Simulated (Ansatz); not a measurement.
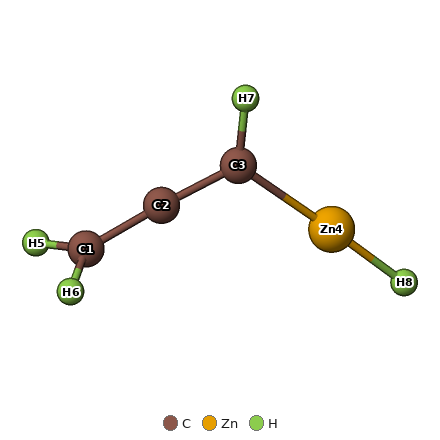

The system is C₃H₄Zn, SMILES C=C=[CH][ZnH]; the picture shows the reference structure. First axis: angle C1–C2–C3 (carried through 180). Second axis: change of the bonds C2–C1, C2–C3, all alike. Nothing is relaxed (all other coordinates rigid). The grid has 9 × 9 points. Points are written as (first, second). All energies are given in kJ/mol relative to the lowest grid point. Level of theory: Ansatz, RKS r2SCAN-D4/def2-SVP.

Its coordinates:

```xyz
8

C    -0.4949    1.6614   -0.2845
C     0.2391    0.5841   -0.1012
C     0.9129   -0.5243    0.0876
Zn   -0.1072   -2.1259    0.3661
H    -0.8049    1.9731   -1.2881
H    -0.7997    2.2909    0.5591
H     2.0126   -0.4815    0.0771
H    -0.9578   -3.3778    0.5839
```

Range: angle C1–C2–C3 (carried through 180) from 140 to 220°; change of the bonds C2–C1, C2–C3, all alike from −0.144 to 0.223 Å.

Predict the map.

Answer. The lowest grid point is at (180°, −0.007 Å). No other kind of well shows on this grid. The highest grid point, (220°, −0.144 Å), lies 305 kJ/mol above the lowest. Round the minimum the two coordinates are nearly uncoupled.

| second ↓, first → | 140 | 150 | 160 | 170 | 180 | 190 | 200 | 210 | 220 |
| --- | --- | --- | --- | --- | --- | --- | --- | --- | --- |
| 0.223 | 238 | 224 | 217 | 214 | 215 | 220 | 229 | 242 | 259 |
| 0.177 | 178 | 161 | 150 | 146 | 147 | 153 | 163 | 178 | 199 |
| 0.131 | 128 | 106 | 93 | 87 | 87 | 93 | 105 | 123 | 148 |
| 0.085 | 91 | 65 | 48 | 40 | 40 | 47 | 60 | 81 | 110 |
| 0.039 | 71 | 40 | 20 | 10 | 9 | 16 | 32 | 56 | 89 |
| −0.007 | 74 | 38 | 15 | 2 | 0 | 8 | 25 | 53 | 91 |
| −0.053 | 107 | 66 | 38 | 23 | 20 | 28 | 48 | 79 | 122 |
| −0.099 | 179 | 132 | 99 | 81 | 77 | 86 | 108 | 142 | 191 |
| −0.144 | 296 | 242 | 206 | 185 | 179 | 188 | 212 | 251 | 305 |

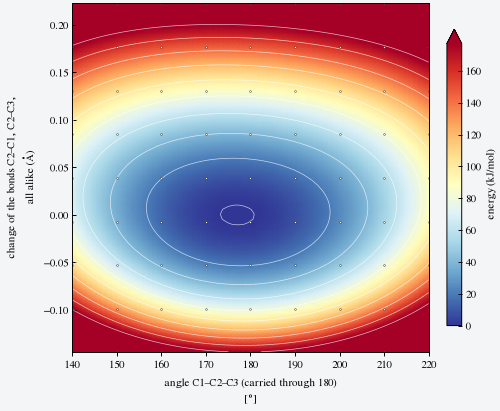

In the figure: a smooth colour map with a few white contour lines, dots at the grid points, one colour for all values above the top of the scale. Between grid points the surface is interpolated.

Each point was launched as `ansatz run input.yaml --threads 1 --pin off --max-ram 2560MiB --backend cpu --events-out ev --progress --plain --runs-dir out`. Time for the 81 points that were run: 13 min on 1 thread of Arm Neoverse V1, on a shared host.
